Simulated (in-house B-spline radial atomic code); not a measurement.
# V¹¹⁺: excited configurations

How much energy does it take to promote electrons of V¹¹⁺ to other shells? Each configuration is solved by itself and compared with the reference.

Method: Dirac-Hartree-Fock, average of configuration, Fermi nucleus, basis-set limit. Code: in-house B-spline radial atomic code version 1.

### Step 1. What is computed

- element: vanadium (Z = 23)
- charge: +11
- electrons: 12
- configuration: [Ne] 3s2
- Hamiltonian: Dirac-Coulomb
- nucleus: Fermi, rms radius 3.600 fm

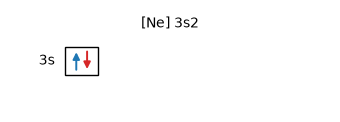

The shells outside the core, filled by Hund's rule for the drawing.

Settings of the run:

```ini
Z = 23
electrons = 12.0
configuration = [Ne] 3s2
hamiltonian = dirac
method = hf
spin_polarised = False
nucleus = fermi
rms_radius = 3.6002
mass_number = 51
atomic_mass = 50.943957664
speed_of_light = 137.035999084
```

This reference run was done before. Its total energy is -900.798833 hartree, and its levels are (the highest eight at most):

```csv
orbital,occupation,energy (eV),<r> (bohr)
1s1/2,2,-5815.98,0.06634
2s1/2,2,-935.12,0.3022
2p1/2,2,-829.25,0.2681
2p3/2,4,-821.85,0.2707
3s1/2,2,-305.80,0.8150
```

### Step 2. [He] 2s1 2p6 3s2 6f1

Settings of the run:

```ini
Z = 23
electrons = 12.0
configuration = [He] 2s1 2p6 3s2 6f1
hamiltonian = dirac
method = hf
spin_polarised = False
nucleus = fermi
rms_radius = 3.6002
mass_number = 51
atomic_mass = 50.943957664
speed_of_light = 137.035999084
```

### Step 3. [He] 2s2 2p5 3s2 3p1

The settings differ from step 2 so:

```diff
@@ -2,3 +2,3 @@
 electrons = 12.0
-configuration = [He] 2s1 2p6 3s2 6f1
+configuration = [He] 2s2 2p5 3s2 3p1
 hamiltonian = dirac
```

### Step 4. [He] 2s1 2p6 3s2 4s1

The settings differ from step 3 so:

```diff
@@ -2,3 +2,3 @@
 electrons = 12.0
-configuration = [He] 2s2 2p5 3s2 3p1
+configuration = [He] 2s1 2p6 3s2 4s1
 hamiltonian = dirac
```

### Step 5. [He] 2s1 2p6 3s2 7f1

The settings differ from step 4 so:

```diff
@@ -2,3 +2,3 @@
 electrons = 12.0
-configuration = [He] 2s1 2p6 3s2 4s1
+configuration = [He] 2s1 2p6 3s2 7f1
 hamiltonian = dirac
```

### Step 6. Configuration [He] 2s1 2p6 3s2 4f1

The settings differ from step 5 so:

```diff
@@ -2,3 +2,3 @@
 electrons = 12.0
-configuration = [He] 2s1 2p6 3s2 7f1
+configuration = [He] 2s1 2p6 3s2 4f1
 hamiltonian = dirac
```

Q: How far above the reference does each configuration lie (order and size, in eV)?

**Answer**, as computed:

| net move | configuration | energy above the reference (eV) | with Breit, QED, recoil (eV) | largest <r> (bohr) |
| --- | --- | --- | --- | --- |
| 2p → 3p | [He] 2s2 2p5 3s2 3p1 | 528.60 | 528.24 | 0.796 |
| 2s → 4s | [He] 2s1 2p6 3s2 4s1 | 772.51 | 771.95 | 1.55 |
| 2s → 4f | [He] 2s1 2p6 3s2 4f1 | 806.94 | 806.34 | 1.45 |
| 2s → 6f | [He] 2s1 2p6 3s2 6f1 | 876.53 | 875.93 | 3.93 |
| 2s → 7f | [He] 2s1 2p6 3s2 7f1 | 891.27 | 890.67 | 5.54 |

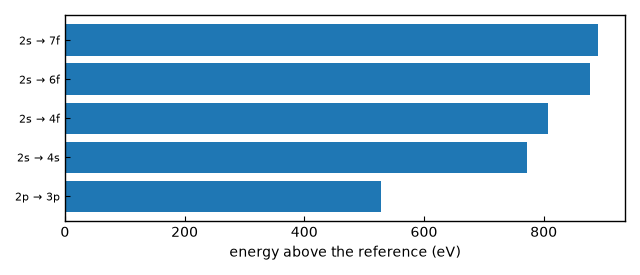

The configurations in order of energy, labelled by the net move of electrons.

Quantum defects of the promoted electron, δ = n − ζ/√(−2ε) with ζ = 12 and ε its orbital energy in hartree:

| promotion | δ |
| --- | --- |
| 2s → 4s | 0.564 |
| 2s → 4f | 0.039 |
| 2s → 6f | 0.046 |
| 2s → 7f | 0.047 |

The energies run from 528.60 eV (2p → 3p) to 891.27 eV (2s → 7f). Koopmans' estimate of the ionisation threshold is 305.80 eV; 5 configurations exceed it by over 2 % and could autoionise. Of those tabulated, the defect is largest for 4s (0.56) and least for 4f (0.04): low angular momentum penetrates the core, high angular momentum stays outside it. Two partly filled shells share a symmetry and can mix in the average, which may lower the energy, for: 2p → 3p; 2s → 4s. These are averages over configurations, without correlation, not spectroscopic levels.
